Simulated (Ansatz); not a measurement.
**RPA@PBE0/def2-TZVPPD (core potential) run of SnO (tin(ii) oxide)**

What is the vertical singlet–triplet gap of SnO (tin(ii) oxide) at RPA@PBE0/def2-TZVPPD (core potential)? 

The calculation is run with Ansatz 0.2.0.

47 further runs of the same task are left out: 1 that didn't finish, 46 set aside as unsound or not needed.

### 1 Starting point

The species is SnO (2 atoms), meant as a singlet with charge 0. SMILES: `[O]=[Sn]`. The shape is that of a PBE0-D4/def2-TZVP optimisation.

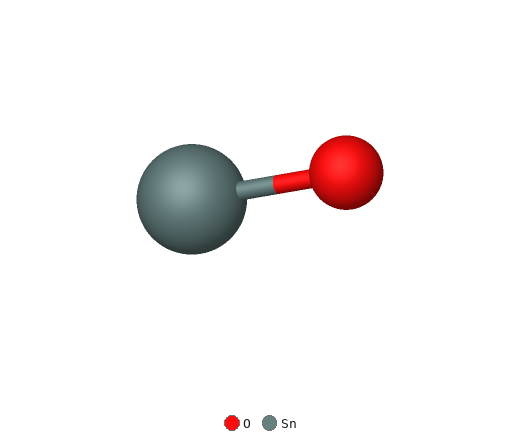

The structure, seen from a chosen angle (oxygen red, tin teal).

### 2 The energy at RPA@PBE0/def2-TZVPPD (core potential)

job.yaml reads:

```yaml
crystal:
  periodic: [false, false, false]
  atoms:
    - {symbol: O, position_ang: [-0.000000, 0.000000, -0.007080]}
    - {symbol: Sn, position_ang: [0.000000, -0.000000, 1.810660]}
basis:
  gaussian:
    orbitals: def2-TZVPPD.json
hamiltonian:
  xc: {name: PBE0}
correlation:
  method: rpa
  frozen_orbitals: {O: 1, Sn: 4}
accuracy: high
```

The basis set def2-TZVPPD is read from a file made from the Basis Set Exchange's data (not shown).

Run with:

```bash
$ ansatz run job.yaml --threads 1 --pin off --max-ram 3480MiB --events-out events.jsonl --progress --plain --runs-dir runs
```

The log of the run:

```text
Warning: RAYON_NUM_THREADS=1 ignored (pool sized by the plan → 1); use --threads N
Functional definition: PBE0
  name "PBE0"
  parameter a = 0.25
  parameter kappa = 0.804
  parameter beta = 0.06672455060314922
  exchange = (1 - a)*pbe_x(kappa = kappa, mu = beta*pi^2/3) + a*exact_x
  correlation = pbe_c(beta = beta)
1538 factors; integrals over basis functions are off by at most 3.3e-9 eV
mean field evaluation 1: about -7864.7086 eV, gradient 7.8e1 eV
mean field evaluation 2: about -7864.7084 eV, gradient 7.8e1 eV
mean field evaluation 4: about -7874.7540 eV, gradient 2.8e1 eV
mean field evaluation 8: about -7877.0171 eV, gradient 5.3e-1 eV
mean field evaluation 16: about -7877.0173 eV, gradient 4.9e-5 eV
mean field evaluation 32: about -7805.4461 eV, gradient 6.9e1 eV
mean field -7877.01730590 eV, -289.4750467576 hartree, gradient 3.5e-8 eV, S^2 0.000000; 2 other end points of the search recorded, 0 dependent functions left out
5 core orbitals not correlated: weight in the atoms' cores, before any rotation towards them, 1.000 or more for the frozen orbitals, at most 0.000 for the correlated occupied ones
reference -7842.34543578 eV, -288.2008790321 hartree; 10, 10 occupied and 81, 81 virtual orbitals, 1538 factors
Total energy: -7861.89313879 eV, -288.9192438681 hartree
```

Run time: 11 s. Hardware: 1 thread of Arm Neoverse V1, shared host; peak memory 0.3 GiB.

### 3 The triplet, same level

Changes to job.yaml since step 2:

```diff
@@ -8,4 +8,8 @@
     orbitals: def2-TZVPPD.json
+accuracy: high
+magnetization:
+  spin_polarized: true
+  initial_magnetization: 2
 hamiltonian:
-  xc: {name: PBE0}
+  xc: pbe0
 correlation:
@@ -13,2 +17 @@
   frozen_orbitals: {O: 1, Sn: 4}
-accuracy: high
```

The basis set def2-TZVPPD is read from a file made from the Basis Set Exchange's data (not shown).

Run with:

```bash
$ ansatz run job.yaml --threads 1 --pin off --max-ram 3480MiB --events-out events.jsonl --progress --plain --runs-dir runs
```

The log of the run (excerpt; [...] marks lines left out):

```text
Warning: RAYON_NUM_THREADS=1 ignored (pool sized by the plan → 1); use --threads N
Functional definition: PBE0
  name "PBE0"
[...]
1538 factors; integrals over basis functions are off by at most 3.3e-9 eV
[...]
mean field -7874.15122186 eV, -289.3697201121 hartree, gradient 1.3e-8 eV, S^2 2.008295; 5 other end points of the search recorded, 0 dependent functions left out
5 core orbitals not correlated: weight in the atoms' cores, before any rotation towards them, 1.000 or more for the frozen orbitals, at most 0.000 for the correlated occupied ones
reference -7841.45391145 eV, -288.1681161173 hartree; 11, 9 occupied and 80, 82 virtual orbitals, 1538 factors
Total energy: -7858.86734503 eV, -288.8080479981 hartree
```

Wall time 36 s (1 thread of Arm Neoverse V1, shared host); peak memory 0.41 GiB.

### 4 Results

At RPA@PBE0/def2-TZVPPD (core potential), 5 core orbitals frozen:

| quantity | value |
| --- | --- |
| singlet: total energy | -288.91924 Eh |
| singlet: RPA correlation energy (valence) | -718.4 mEh |
| triplet: total energy | -288.80805 Eh |
| triplet: RPA correlation energy (valence) | -639.9 mEh |
| triplet: ⟨S²⟩ of the reference determinant | 2.008 |
| vertical energy of the triplet above the singlet | 3.026 eV |

In words: At this shape the triplet lies 3.03 eV (292 kJ/mol) above the singlet.
